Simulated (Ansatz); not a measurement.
**Convergence study of the plane-wave cutoff for CdPd (P4mm, 2 atoms in the cell)**

```yaml
crystal:
  lattice:
    - [3.02815, 0.00000, 0.00000]
    - [0.00000, 3.02815, 0.00000]
    - [0.00000, 0.00000, 3.68241]
  atoms:
    - { symbol: Cd, position: [0.00000, 0.00000, 0.01358] }
    - { symbol: Pd, position: [0.50000, 0.50000, 0.50000] }
```

Level of theory: LDA (PW92), default PAW files made with PBE (plane waves; Ansatz, an electronic-structure program).

Base settings: basis.ecutwfc = 30.9 Ry; kpoints.mp_grid.grid = 11 11 9; hamiltonian.xc = lda; hamiltonian.pseudopotentials = {kind: paw} (the program's default PAW files); scf.occupations.method = fermi_dirac; scf.occupations.width = 0.0073 Ry.

The second cell is the first with its lattice scaled by 0.98.

The mesh stays at the base's, so the ladder's end is converged at best in this setting alone.

The first pressure column holds Ansatz's estimate of the finite-basis (Pulay) stress, which hides part of the cutoff error; the other is without it.

Only quantities that move along the ladder and can be compared are tabulated.

The count of work is k-points × plane waves × bands × iterations; it is no time. 

The starting cell comes from a database of computed structures (which also holds hypothetical and non-ambient phases and stackings), without a prior relaxation at this level. Its lattice was rescaled by up to half a per cent. One atom was moved a little off its site on purpose. Spin polarisation is off. In the base run, with a pressure of about -8 GPa the cell is away from its equilibrium volume at this level.

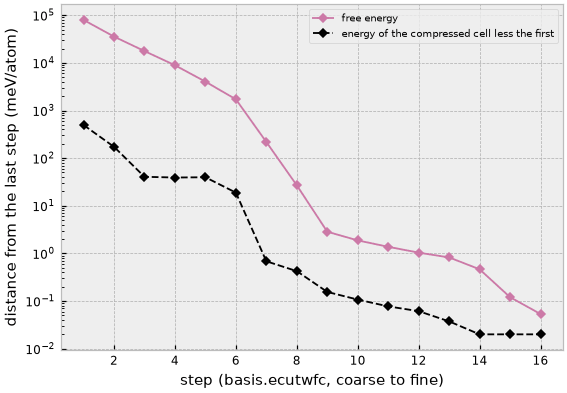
Figure: Distance from the last step along the ladder; very small values are drawn at a floor.

| basis.ecutwfc | free energy less the last step's (meV/atom) | energy of the compressed cell less the first (meV/atom) | pressure (GPa) | pressure without the Pulay estimate (GPa) | largest difference of a force vector from the last step's (eV/Å) | count of work / last |
|---|---|---|---|---|---|---|
| 10.7 Ry | 79696.56 | -520.29 | -70.67 | -2443.54 | 1.401 | 0.070 |
| 12.5 Ry | 35586.90 | -197.02 | -50.09 | -1333.36 | 0.336 | 0.076 |
| 14 Ry | 17690.99 | -64.72 | -22.07 | -769.75 | 0.388 | 0.095 |
| 15.4 Ry | 8912.39 | -63.36 | -1.86 | -445.44 | 0.421 | 0.11 |
| 16.9 Ry | 4032.90 | 15.53 | -1.33 | -237.19 | 0.171 | 0.12 |
| 18.4 Ry | 1718.67 | -5.26 | -4.76 | -121.76 | 0.068 | 0.14 |
| 21.7 Ry | 218.28 | -24.83 | -8.05 | -28.10 | 0.019 | 0.16 |
| 24.6 Ry | 26.88 | -24.57 | -7.75 | -11.00 | 0.002 | 0.19 |
| 27.9 Ry | 2.86 | -23.99 | -7.68 | -7.86 | 0.000 | 0.23 |
| 30.9 Ry | 1.88 | -24.04 | -7.69 | -7.72 | 0.000 | 0.25 |
| 33.8 Ry | 1.38 | -24.07 | -7.69 | -7.72 | 0.000 | 0.31 |
| 37.1 Ry | 1.04 | -24.09 | -7.69 | -7.71 | 0.000 | 0.35 |
| 41.5 Ry | 0.82 | -24.11 | -7.70 | -7.71 | 0.000 | 0.41 |
| 46.3 Ry | 0.46 | -24.13 | -7.70 | -7.72 | 0.000 | 0.50 |
| 54 Ry | 0.12 | -24.14 | -7.70 | -7.71 | 0.000 | 0.62 |
| 61.7 Ry | 0.05 | -24.15 | -7.70 | -7.70 | 0.000 | 0.76 |
| 74.2 Ry | 0.00 | -24.15 | -7.70 | -7.70 | 0.000 | 1.0 |

Coarsest basis.ecutwfc that holds the pressure within 1 GPa of the last step, with all finer ones: 21.7 Ry, at 0.16 of the last step's count of work; the step before is off by 2.9 GPa.

Coarsest basis.ecutwfc that holds the free energy within 5 meV/atom of the last step, with all finer ones: 27.9 Ry, at 0.23 of the last step's count of work; the step before is off by 27 meV/atom.

Coarsest basis.ecutwfc that holds the forces within 0.01 eV/Å of the last step, with all finer ones: 24.6 Ry, at 0.19 of the last step's count of work; the step before is off by 0.019 eV/Å.

The energy difference between the two cells stays within 1 meV/atom of the last step's from 21.7 Ry on, the total only from 41.5 Ry on: much of the error is common to both cells and cancels.

At the lowest cutoff the pressure without the Pulay estimate lies 2440 GPa under the last step's, the usual sign of Pulay stress in an incomplete plane-wave basis.

Keys are those of Ansatz 0.2.
